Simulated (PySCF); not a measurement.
SMILES Cc1ccc(Br)cc1 (C7H7Br) at its GFN2-xTB optimised geometry (Å):

```
15

C     -1.4882    -2.2443    -0.0208
C     -0.7188    -0.9598     0.0000
C     -1.3842     0.2613    -0.0012
C     -0.6866     1.4548    -0.0013
C      0.6969     1.4246    -0.0006
Br     1.6711     3.0658     0.0035
C      1.3851     0.2248     0.0000
C      0.6708    -0.9598     0.0000
H     -1.7847    -2.4827    -1.0427
H     -2.3920    -2.1631     0.5788
H     -0.8848    -3.0658     0.3570
H     -2.4643     0.2807    -0.0010
H     -1.2105     2.3984    -0.0004
H      2.4643     0.2159     0.0018
H      1.2061    -1.8980     0.0011
```

Method: CAM-B3LYP/def2-TZVP run with PySCF.

Map of the electron localisation function on the plane z = 0.6 Å:

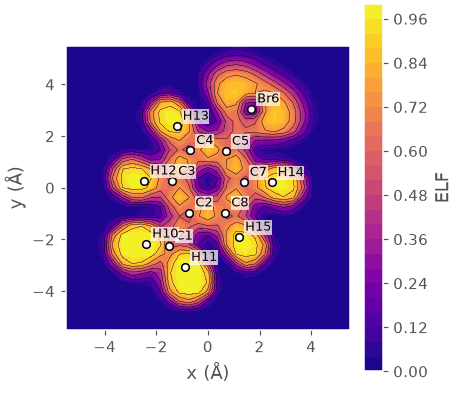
Figure. Electron localisation function on the plane z = 0.6 Å.
